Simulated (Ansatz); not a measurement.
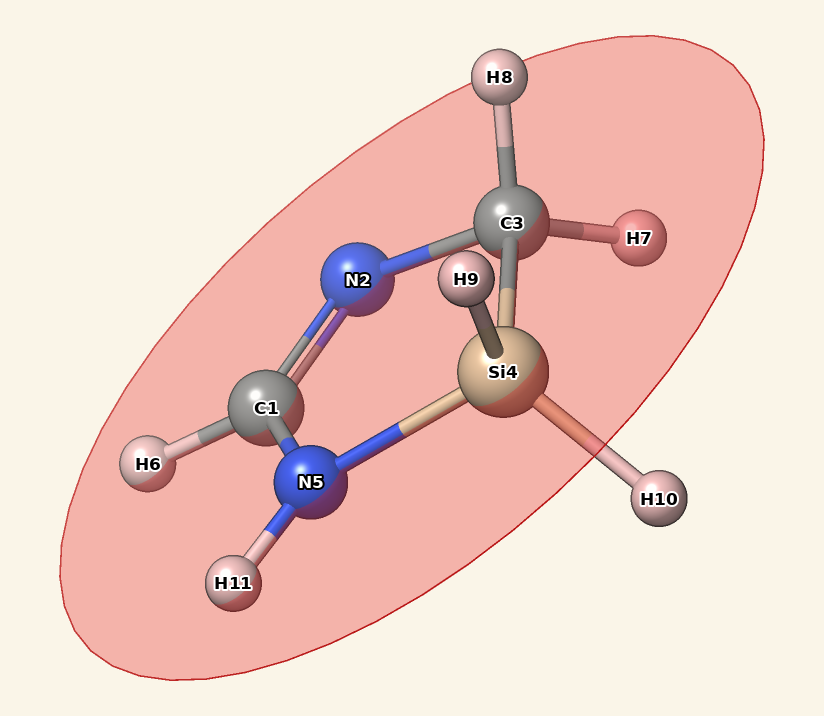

A disc through the centre of mass is drawn in. Atoms fade into the background with distance from the viewer. The geometry was computed by an optimisation with PBE0-D4/def2-TZVP. No frequency run is at hand to confirm it as a minimum.

**Is the plane of the disc a mirror plane of the structure?**

Yes. The reflection leaves C1, N2, C3, Si4, N5, H6, H11 in place and moves H7 ↔ H8; H9 ↔ H10. The point group is Cs.
